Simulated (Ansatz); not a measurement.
# NaCuCl3 in the perovskite structure: Coulomb interactions for a low-energy model

Wanted: U, U′ and J for a model of NaCuCl3 in the perovskite structure, with the screening inside the target bands removed.

Program: Ansatz 0.2.0. Level of theory: PBE, spin-polarised; plane waves, collinear spin, no spin–orbit coupling. Results are calculated unless marked as measured.

**1. Set-up**

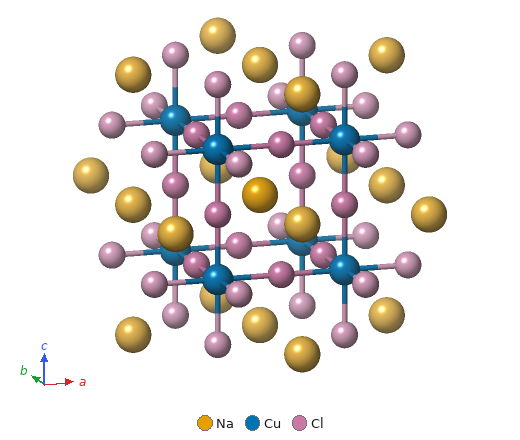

Start, viewed slightly off an axis; sodium orange, copper blue, chlorine pink. Some periodic images of atoms are drawn too.

Structure file:

```cif
data_structure
_symmetry_space_group_name_H-M 'Pm-3m'
_symmetry_Int_Tables_number 221
_cell_length_a 4.8054
_cell_length_b 4.8054
_cell_length_c 4.8054
_cell_angle_alpha 90.000
_cell_angle_beta 90.000
_cell_angle_gamma 90.000
_cell_volume 110.96
loop_
_atom_site_label
_atom_site_type_symbol
_atom_site_symmetry_multiplicity
_atom_site_Wyckoff_symbol
_atom_site_fract_x
_atom_site_fract_y
_atom_site_fract_z
_atom_site_occupancy
Na1 Na 1 b 0.50000 0.50000 0.50000 1
Cu1 Cu 1 a 0.00000 0.00000 0.00000 1
Cl1 Cl 3 d 0.50000 0.00000 0.00000 1
```

This cell was built for the study (perovskite prototype, lattice guessed from radii), not taken from an experiment; the compound need not form in this structure.

The cell was relaxed beforehand in Ansatz under PBE with U = 3.9 eV on Cu d, ortho-atomic projectors, from parallel moments.

**2. Finding isolated groups of bands**

Constrained RPA removes the screening that the model will treat itself, so the target bands must be set apart from the rest. This run gives the bands on the mesh of the screening.

File input.yaml:

```yaml
crystal:
  lattice:
    - [4.805367724, 0.0, 0.0]
    - [0.0, 4.805367724, 0.0]
    - [0.0, 0.0, 4.805367724]
  atoms:
    - { symbol: Na, position: [0.5, 0.5, 0.5] }
    - { symbol: Cu, position: [0.0, 0.0, 0.0], spin: 1.0 }
    - { symbol: Cl, position: [0.5, 0.0, 0.0] }
    - { symbol: Cl, position: [0.0, 0.5, 0.0] }
    - { symbol: Cl, position: [0.0, 0.0, 0.5] }
magnetization:
  spin_polarized: true
kpoints:
  mp_grid: { grid: [4, 4, 4] }
hamiltonian:
  xc: pbe
scf:
  occupations: { method: fermi_dirac, width: 0.1 }
  n_extra_bands: 16
output:
  eigenvalues: true
  hubbard:
    sites: [{ species: Cu, l: d }, { species: Cl, l: p }]
    band_weights: true
  write_density: true
  write_potential: true
  elf: true
  volumetric_format: npy
```

Run with:

```
$ ansatz run input.yaml --threads 4 --pin off --max-ram 8192MiB --backend cpu --events-out ev --progress --plain --runs-dir out
```

Numbers of over 12 decimals in the logs are rounded to 6 here.

What it wrote:

```text
scf.n_extra_bands = 16 over 25 filled bands (N_el = 49.0): the run solves 41 bands
Engine: ansatz 0.2.0, aarch64-unknown-linux-gnu
Pseudopotentials: kind: paw
Pseudopotential: Na, paw, valence charge 9, recommended cutoff 420 eV (normal), Na.paw.azcp
Pseudopotential: Cu, paw, valence charge 19, recommended cutoff 420 eV (normal), Cu.paw.azcp
Pseudopotential: Cl, paw, valence charge 7, recommended cutoff 420 eV (normal), Cl.paw.azcp
Functional definition: PBE
  parameter kappa = 0.804
  parameter beta = 0.066725
  exchange = pbe_x(kappa = kappa, mu = beta*pi^2/3)
  correlation = pbe_c(beta = beta)
Crystal: 5 atoms, lattice volume = 110.963 Å³
Basis set: ecut = 420 eV, 2109 PW (Γ)
Bands: 41, of which v1, the nominal top of the filled ones, is band 25 counted from 1 (24 counted from 0)
Symmetry: 48 space group operations
Space group: Pm-3m (ITA 221), of the structure as read, at distance tolerance 4.8e-5 Å
Magnetic group: BNS 221.92 (UNI 1594), of the structure as read, at distance tolerance 4.8e-5 Å
k-points: 10 of 64
Non-local potential: Na, projectors of the file, l = 0: 3, l = 1: 2, l = 2: 1
Non-local potential: Cu, projectors of the file, l = 0: 3, l = 1: 2, l = 2: 3, l = 3: 1
Non-local potential: Cl, projectors of the file, l = 0: 2, l = 1: 2, l = 2: 2
PAW form: soft (Blöchl's): semilocal exchange-correlation on the pseudo side does not see the compensation charge
PAW one-centre angular grid: Na, 110 points (default); XC on 64 Gauss nodes
PAW one-centre angular grid: Cu, 590 points (default); XC on 64 Gauss nodes
PAW one-centre angular grid: Cl, 110 points (default); XC on 64 Gauss nodes
Initial density: superposition of atomic densities (chi_scale 0.1, normalization cell, long waves kept (reshape's long-wave potential 0.01 eV rms))
Starting moments: Σ|m| = 1 μB on 1 of 5 sites
Initial wavefunctions: pseudopotential atomic-orbital guess
Functional: x = pbe(κ = 0.804, μ = 0.219515), c = pbe(β = 0.066725)
SCF iter   1: F=—  HF=-11356.249121 eV  |F-HF|=—  |Δ(HF+E_count)|=         —  Δρ=8.25e-2 (↑2.37e-2 ↓8.25e-2)  dr2=6.88e0  dr2_m=1.75e0  M=0.234 μB ∫|m|=0.245 μB  β_m=0.30  ethr=3.10e-3  ⟨swp⟩=5.8  Hψ=3479  notcnv=0  defer=95
preconditioner: auto → Kerker (q_TF=auto, 2.381 Å⁻¹)  [metal: Δε(μ)=0.029 eV  Ē_g=14.460 eV  σ=0.100 eV  W_gap=0.07  n_scr=26 (ndim 8)  ℏωp=20.2 eV  f_vac=0.021  D(μ)=4.09/eV (n_scr^D=26)]
spin=Collinear: Kerker preconditioning applied to the charge; magnetization (m = ρ↑ − ρ↓) channel mixes plain (no charge-response kernel on spin).
SCF iter   2: F=—  HF=-11355.036191 eV  |F-HF|=—  |Δ(HF+E_count)|=    1.21e0  Δρ=3.13e-2 (↑3.13e-2 ↓2.30e-2)  dr2=9.80e-1  dr2_m=4.84e-1  M=0.361 μB ∫|m|=0.364 μB  β_m=0.30  ethr=3.10e-3  ⟨swp⟩=2.6  Hψ=1628  notcnv=0  defer=185
[...]
SCF converged after 18 iterations
Magnetization: 0.0000 μB (24.5000 up, 24.5000 down)
Absolute magnetization: 0.0000 μB (∫|ρ↑−ρ↓|, with the PAW one-centre terms)
Spin contamination: 0.0000 ħ² per cell (⟨S²⟩ above its minimum at these occupations)
Per-site moments (μB) at R_I (Å): [(-1.3501186091187548e-8, 1.401637), (4.128608861263604e-6, 0.991107), (1.14383920835823e-6, 0.991107), (1.1438392080942573e-6, 0.991107), (1.1438392080234203e-6, 0.991107)]
Free energy (F): -11354.732630 eV
Harris-Foulkes:  -11354.732630 eV  (|F-HF|=3.64e-11)
Internal energy: -11354.665949 eV  (E = F + TS)
E sigma→0 (E₀):  -11354.699290 eV
Entropy (-TS):   -0.066681 eV (-13.336 meV/atom)
Fermi energy:    3.680849 eV
--- Per-component energies (eV) ---
  E_band       = -848.646968
  E_kinetic    = 901.165742
  E_local      = -8431.775816  (includes V_loc(G=0)·N_el)
  E_nonlocal   = 595.007557
  E_hartree    = 3552.008975
  E_xc         = -448.194102
  E_vxc        = -529.456781  (∫ρ·V_xc dr)
  E_paw        = -3906.853553  (= ΣΔE_a)
  E_vpaw       = -487.606942  (= ΣTr[D̂ρ^β])
  E_aug_tail   = 0.000556  (compensation charges beyond the density's cutoff)
  E_ewald      = -3616.025308
  E_smearing   = -0.066681  (= −TS)
  E_closure    = -0.000000  (closes the sum)
  Σ components = -11354.732630   (vs F -11354.732630, Δ=0.00e0)
--- Band table (eV; the first three rows and the last of 20) ---
  k-point 0 ↑: bands = [... 21 lower, 2.1512, 2.4603, 2.4603, 2.4603, 6.3081, 7.3848, 11.2895, 11.2895, ... 12 higher]
  k-point 1 ↑: bands = [... 21 lower, 2.2978, 2.5146, 2.5146, 2.5905, 7.3842, 8.2281, 11.0322, 12.1092, ... 12 higher]
  k-point 2 ↑: bands = [... 21 lower, 2.3513, 2.5796, 2.5796, 2.7046, 9.2287, 9.4479, 9.9377, 12.4642, ... 12 higher]
  k-point 9 ↓: bands = [... 21 lower, 3.0249, 3.0249, 4.5220, 4.5220, 8.1096, 10.3592, 10.3592, 10.3592, ... 12 higher]
--- Occupation matrices: 4 shells (Löwdin-built; ε = 2.00e-2, provisional) ---
  Cu1 d_3D: site group Oh (m-3m)
  Cu1 d_3D up     Tr n = 4.7583  λ = 0.883 0.883 0.997 0.997 0.997  [2× z2 0.50 (Eg 1.00) Eg(1.00) | 3× xz 0.33 (T2g 1.00) T2g(1.00)]
  Cu1 d_3D dn     Tr n = 4.7583  λ = 0.883 0.883 0.997 0.997 0.997  [2× z2 0.50 (Eg 1.00) Eg(1.00) | 3× xz 0.33 (T2g 1.00) T2g(1.00)]
  Cl2 p_3P: site group D4h (4/mmm)
  Cl2 p_3P up     Tr n = 2.7826  λ = 0.828 0.977 0.977  [x 1.00 A2u(1.00) | 2× z 0.50 Eu(1.00)]
  Cl2 p_3P dn     Tr n = 2.7826  λ = 0.828 0.977 0.977  [x 1.00 A2u(1.00) | 2× z 0.50 Eu(1.00)]
  Cl3 p_3P: site group D4h (4/mmm)
  Cl3 p_3P up     Tr n = 2.7826  λ = 0.828 0.977 0.977  [y 1.00 A2u(1.00) | 2× z 0.50 Eu(1.00)]
  Cl3 p_3P dn     Tr n = 2.7826  λ = 0.828 0.977 0.977  [y 1.00 A2u(1.00) | 2× z 0.50 Eu(1.00)]
  Cl4 p_3P: site group D4h (4/mmm)
  Cl4 p_3P up     Tr n = 2.7826  λ = 0.828 0.977 0.977  [z 1.00 A2u(1.00) | 2× x 0.50 Eu(1.00)]
  Cl4 p_3P dn     Tr n = 2.7826  λ = 0.828 0.977 0.977  [z 1.00 A2u(1.00) | 2× x 0.50 Eu(1.00)]
  Tr n, λ and their labels are of the run-group-symmetrised matrices; stabiliser: 96 of 96 elements of G0×{1,Θ} (closed), max defect 3.6e-6 at τ = 4.2e-3
```

Wall time 2.9 s (4 threads of Arm Neoverse V1, shared host); peak memory 0.42 GiB; 11 s of CPU time.

No atom keeps a moment above 0.05 μB.

Groups of bands that stay apart from their neighbours at every point of the mesh, lie near the Fermi energy and have the count of the wanted orbitals are tried as targets.

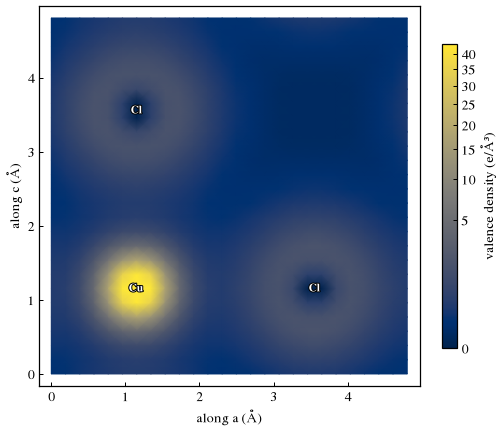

Valence density in the ac plane at fractional y = 0.000, with atoms of Cu and Cl within 0.2 Å of it. It is the smooth field of the valence electrons, not physical close to the nuclei. The map starts off the cell's origin, so that atoms lie inside it. The colour scale is stretched toward low values.

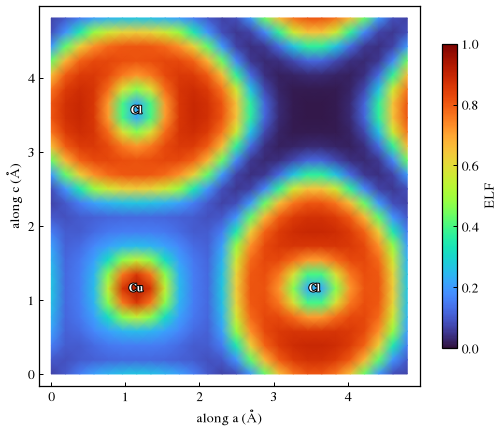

ELF in the ac plane at fractional y = 0.000, with atoms of Cu and Cl within 0.2 Å of it. It is the smooth field of the valence electrons, not physical close to the nuclei. The map starts off the cell's origin, so that atoms lie inside it.

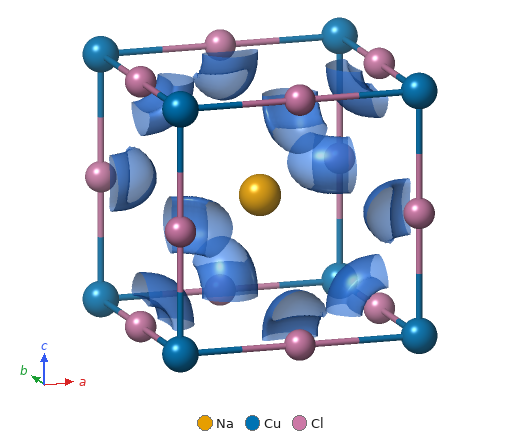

Surface of ELF = 0.85.

**3. Target: d shell with ligand p, bands v14 to v1 (loose bound)**

With the ligand bands in the model the orbitals are more compact and transitions between ligand and shell no longer screen. The screening is solved for all empty bands at once, to a loose bound.

input.yaml, the sections that differ from step 2:

```yaml
output:
  eigenvalues: true
  crpa:
    kmesh: [4, 4, 4]
    target_bands: [v14, v1]
    projections: [{ species: Cu, l: d }, { species: Cl, l: p }]
    accuracy: low
# crystal, magnetization, kpoints, hamiltonian, scf: as in step 2
```

What it wrote:

```text
[...]
Crystal: 5 atoms, lattice volume = 110.963 Å³
Basis set: ecut = 420 eV, 2109 PW (Γ)
Bands: 41, of which v1, the nominal top of the filled ones, is band 25 counted from 1 (24 counted from 0)
Symmetry: 48 space group operations
[...]
k-points: 10 of 64
[...]
Starting moments: Σ|m| = 1 μB on 1 of 5 sites
[...]
SCF iter   1: F=—  HF=-11356.249120 eV  |F-HF|=—  |Δ(HF+E_count)|=         —  Δρ=8.25e-2 (↑2.37e-2 ↓8.25e-2)  dr2=6.88e0  dr2_m=1.75e0  M=0.234 μB ∫|m|=0.245 μB  β_m=0.30  ethr=3.10e-3  ⟨swp⟩=5.8  Hψ=3479  notcnv=0  defer=95
[...]
SCF iter  18: F=-11354.732630 eV  HF=-11354.732630 eV  |F-HF|=4.91e-11  |Δ(HF+E_count)|=   2.93e-9  Δρ=2.40e-7 (↑2.40e-7 ↓1.37e-7)  dr2=1.11e-10  dr2_m=1.29e-11  M=0.000 μB ∫|m|=0.000 μB  ethr=3.13e-12  ⟨swp⟩=3.4  Hψ=2058  notcnv=0
SCF 1 converged in 18 iterations: F = -11354.732630 eV  dr2 = 1.11e-10
[...]
NSCF: frozen V_eff on 10 k-points
[...]
cRPA screening: q 1/64
cRPA screening: q 2/64
cRPA screening: q 8/64 (q-point 3)
cRPA screening: q 11/64 (q-point 6)
cRPA screening: q 17/64 (q-point 7)
cRPA screening: q 29/64 (q-point 8)
cRPA screening: q 35/64 (q-point 11)
cRPA screening: q 38/64 (q-point 22)
cRPA screening: q 40/64 (q-point 23)
cRPA screening: q 46/64 (q-point 24)
cRPA screening: q 52/64 (q-point 27)
cRPA screening: q 58/64 (q-point 28)
cRPA screening: q 64/64 (q-point 43)
SCF converged after 18 iterations
Magnetization: 0.0000 μB (24.5000 up, 24.5000 down)
Absolute magnetization: 0.0000 μB (∫|ρ↑−ρ↓|, with the PAW one-centre terms)
[...]
Per-site moments (μB) at R_I (Å): [(-1.3351704705021459e-8, 1.401637), (4.081007869754111e-6, 0.991107), (1.133891364160692e-6, 0.991107), (1.1338913640052258e-6, 0.991107), (1.1338913639011454e-6, 0.991107)]
Free energy (F): -11354.732630 eV
[...]
Internal energy: -11354.665949 eV  (E = F + TS)
E sigma→0 (E₀):  -11354.699290 eV
Entropy (-TS):   -0.066681 eV (-13.336 meV/atom)
Fermi energy:    3.680849 eV
[...]
--- Band table (eV; the first three rows and the last of 20) ---
  k-point 0 ↑: bands = [... 21 lower, 2.1512, 2.4603, 2.4603, 2.4603, 6.3081, 7.3848, 11.2895, 11.2895, ... 12 higher]
  k-point 1 ↑: bands = [... 21 lower, 2.2978, 2.5146, 2.5146, 2.5905, 7.3842, 8.2281, 11.0322, 12.1092, ... 12 higher]
  k-point 2 ↑: bands = [... 21 lower, 2.3513, 2.5796, 2.5796, 2.7046, 9.2287, 9.4479, 9.9377, 12.4642, ... 12 higher]
  k-point 9 ↓: bands = [... 21 lower, 3.0249, 3.0249, 4.5220, 4.5220, 8.1096, 10.3592, 10.3592, 10.3592, ... 12 higher]
[...]
screened uu, to within: U = 1.1e-1 eV, U' = 1.1e-1 eV, J = 1.2e-2 eV
      screened ud, to within: U = 1.1e-1 eV, U' = 1.1e-1 eV, J = 1.2e-2 eV
      screened dd, to within: U = 1.1e-1 eV, U' = 1.1e-1 eV, J = 1.2e-2 eV
      bare: V = 27.4702 eV, V' = 25.5622 eV, J = 0.9523 eV
      bare uu: V = 27.4702 eV, V' = 25.5622 eV, J = 0.9523 eV
      bare ud: V = 27.4702 eV, V' = 25.5622 eV, J = 0.9523 eV
      bare dd: V = 27.4702 eV, V' = 25.5622 eV, J = 0.9523 eV
    Site 2, 3P, 3 of 3 p orbitals (Wannier functions 6, 7, 8; wannier90's mr 1, 2, 3):
      screened: U = 5.8793 eV, U' = 4.8513 eV, J = 0.4885 eV
      screened uu: U = 5.8793 eV, U' = 4.8513 eV, J = 0.4885 eV
      screened ud: U = 5.8793 eV, U' = 4.8513 eV, J = 0.4885 eV
      screened dd: U = 5.8793 eV, U' = 4.8513 eV, J = 0.4885 eV
      screened, to within: U = 5.7e-2 eV, U' = 5.7e-2 eV, J = 5.9e-3 eV
      screened uu, to within: U = 5.7e-2 eV, U' = 5.7e-2 eV, J = 5.9e-3 eV
      screened ud, to within: U = 5.7e-2 eV, U' = 5.7e-2 eV, J = 5.9e-3 eV
      screened dd, to within: U = 5.7e-2 eV, U' = 5.7e-2 eV, J = 5.9e-3 eV
      bare: V = 13.5819 eV, V' = 12.0742 eV, J = 0.7155 eV
      bare uu: V = 13.5819 eV, V' = 12.0742 eV, J = 0.7155 eV
      bare ud: V = 13.5819 eV, V' = 12.0742 eV, J = 0.7155 eV
      bare dd: V = 13.5819 eV, V' = 12.0742 eV, J = 0.7155 eV
    Site 3, 3P, 3 of 3 p orbitals (Wannier functions 9, 10, 11; wannier90's mr 1, 2, 3):
      screened: U = 5.8793 eV, U' = 4.8513 eV, J = 0.4885 eV
      screened uu: U = 5.8793 eV, U' = 4.8513 eV, J = 0.4885 eV
      screened ud: U = 5.8793 eV, U' = 4.8513 eV, J = 0.4885 eV
      screened dd: U = 5.8793 eV, U' = 4.8513 eV, J = 0.4885 eV
      screened, to within: U = 5.7e-2 eV, U' = 5.7e-2 eV, J = 5.9e-3 eV
      screened uu, to within: U = 5.7e-2 eV, U' = 5.7e-2 eV, J = 5.9e-3 eV
      screened ud, to within: U = 5.7e-2 eV, U' = 5.7e-2 eV, J = 5.9e-3 eV
      screened dd, to within: U = 5.7e-2 eV, U' = 5.7e-2 eV, J = 5.9e-3 eV
      bare: V = 13.5819 eV, V' = 12.0742 eV, J = 0.7155 eV
      bare uu: V = 13.5819 eV, V' = 12.0742 eV, J = 0.7155 eV
      bare ud: V = 13.5819 eV, V' = 12.0742 eV, J = 0.7155 eV
      bare dd: V = 13.5819 eV, V' = 12.0742 eV, J = 0.7155 eV
    Site 4, 3P, 3 of 3 p orbitals (Wannier functions 12, 13, 14; wannier90's mr 1, 2, 3):
      screened: U = 5.8793 eV, U' = 4.8513 eV, J = 0.4885 eV
      screened uu: U = 5.8793 eV, U' = 4.8513 eV, J = 0.4885 eV
      screened ud: U = 5.8793 eV, U' = 4.8513 eV, J = 0.4885 eV
      screened dd: U = 5.8793 eV, U' = 4.8513 eV, J = 0.4885 eV
      screened, to within: U = 5.7e-2 eV, U' = 5.7e-2 eV, J = 5.9e-3 eV
      screened uu, to within: U = 5.7e-2 eV, U' = 5.7e-2 eV, J = 5.9e-3 eV
      screened ud, to within: U = 5.7e-2 eV, U' = 5.7e-2 eV, J = 5.9e-3 eV
      screened dd, to within: U = 5.7e-2 eV, U' = 5.7e-2 eV, J = 5.9e-3 eV
      bare: V = 13.5819 eV, V' = 12.0742 eV, J = 0.7155 eV
      bare uu: V = 13.5819 eV, V' = 12.0742 eV, J = 0.7155 eV
      bare ud: V = 13.5819 eV, V' = 12.0742 eV, J = 0.7155 eV
      bare dd: V = 13.5819 eV, V' = 12.0742 eV, J = 0.7155 eV
  Hermiticity witness max|P − P†| over intra, direct and exchange elements: 4.44e-15 eV (screened), 7.11e-15 eV (bare)
  Reality witness max|Im| over intra, direct and exchange elements: 3.36e-8 eV (screened), 2.55e-12 eV (bare)
```

It took 9.3 min on 4 threads; peak memory 1.1 GiB.

On average 35 % of these bands' weight lies on the d shell and 61 % on ligand p.

crpa.toml, one line in 3:

```text
format = "ansatz-crpa/5"
pair_densities = "all_electron"
n_wann = 14
n_bands = 50 # of the sum over states
ecut_chi_ev = 136.0 # of the sum over states
occupation_method = "tetrahedron_uncorrected" # the fill of the pass's bands
window_electrons_down = 13.499995966696146
gauge_min_gram_eig = 0.7039524738822773
relative_bound_asked = 0.05 # of a bounded pair's interaction with itself less a negative term about q + G = 0
n_iterations_per_q = [2, 2, 2, 2, 2, 2, 2, 2, 2, 2, 2, 2, 2, 2, 2, 2, 2, 2, 2, 2, 2, 2, 2, 2, 2, 2, 2, 2, 2, 2, 2, 2, 2, 2, 2, 2, 2, 2, 2, 2, 2, 2, 2, 2, 2, 2, 2, 2, 2, 2, 2, 2, 2, 2, 2, 2, 2, 2, 2, 2, 2, 2, 2, 2] # Sternheimer iterations of each transfer, or of the one that it is turned from
omitted_band_gap_ev = 17.671890943897605 # the levels above the bands read over the highest of their spin channel that holds electrons, at the least

l = "d"
mr = [1, 2, 3, 4, 5] # each function's real harmonic by wannier90's number, 1 to 2l+1, in the order of wannier_functions
u_ev = 9.196084678005437

u_prime_ev = 7.608171943914622
[shells.screened.ud]
j_ev = 0.7950939918133677
u_ev = 9.19608413672251

u_prime_ev = 0.10285578680662995
[shells.screened_half_width.uu]
j_ev = 0.01108931875709205
u_ev = 0.10285724586332574

u_prime_ev = 0.10285582858182599
[shells.bare]
j_ev = 0.9523021677500155
v_ev = 27.470220611318023

v_prime_ev = 25.562178344497845
[shells.bare.dd]
j_ev = 0.9523020851821811
site = 2 # counted from 0, as a deck's `site` is
wannier_functions = [6, 7, 8] # counted from 1, as the tensor files' indices are
[shells.screened]
j_ev = 0.48847997122457526
u_ev = 5.879325448845125

u_prime_ev = 4.851336411738375
[shells.screened.dd]
j_ev = 0.48847992928029343
u_ev = 0.05684860504027011

u_prime_ev = 0.05681053806629125
[shells.screened_half_width.ud]
j_ev = 0.005860260719677481
u_ev = 0.05684865305375936

v_prime_ev = 12.074171849627243
[shells.bare.uu]
j_ev = 0.7154752884927985
v_ev = 13.581894046649433

v_prime_ev = 12.074171186392478
[[shells]]
label = "3P" # of the pseudo-atomic shell

u_prime_ev = 4.851336411739617
[shells.screened.uu]
j_ev = 0.48848001316914286
u_ev = 5.879325169220185

u_prime_ev = 4.851336170972335
[shells.screened_half_width]
j_ev = 0.0058602538160073105
u_ev = 0.05684865892629514

u_prime_ev = 0.05681053505038317
[shells.screened_half_width.dd]
j_ev = 0.005860260203059007
v_ev = 13.58189404665263

v_prime_ev = 12.074172512864628
[shells.bare.ud]
j_ev = 0.7154752276726719
v_ev = 13.581893337211403

l = "p"
mr = [1, 2, 3] # each function's real harmonic by wannier90's number, 1 to 2l+1, in the order of wannier_functions
u_ev = 5.879325169220494

u_prime_ev = 4.851336652511181
[shells.screened.ud]
j_ev = 0.48847997122617454
u_ev = 5.879324889595096

u_prime_ev = 0.05681048242003866
[shells.screened_half_width.uu]
j_ev = 0.005860261236227096
u_ev = 0.05684865599023021

u_prime_ev = 0.05681053203518344
[shells.bare]
j_ev = 0.7154752276747183
v_ev = 13.5818947560981

v_prime_ev = 12.07417184963954
[shells.bare.dd]
j_ev = 0.7154751668542962
```

```csv
shell,U (eV),U′ (eV),J (eV),bare U (eV),bare J (eV)
Cu2 d,9.20,7.61,0.80,27.47,0.95
Cl3 p,5.88,4.85,0.49,13.58,0.72
Cl4 p,5.88,4.85,0.49,13.58,0.72
Cl5 p,5.88,4.85,0.49,13.58,0.72
```

(Part 1 of 2 ends here.)

[Logs and program files are shortened in this print: banners, set-up blocks, solver, clock and traceback lines can be left out without a mark of their own.]

[Logs are printed without paths, hosts, clocks, repeated set-up lines and the standing remarks that a program may print on its own settings, such as how far it seeks lower states.]

[Hosts, paths, dates, database ids (printed as entryN), source tags and the programs' standing remarks are cut or masked in the printed files.]

[Where a cell is said to come from a database of computed structures, the database is the Materials Project.]
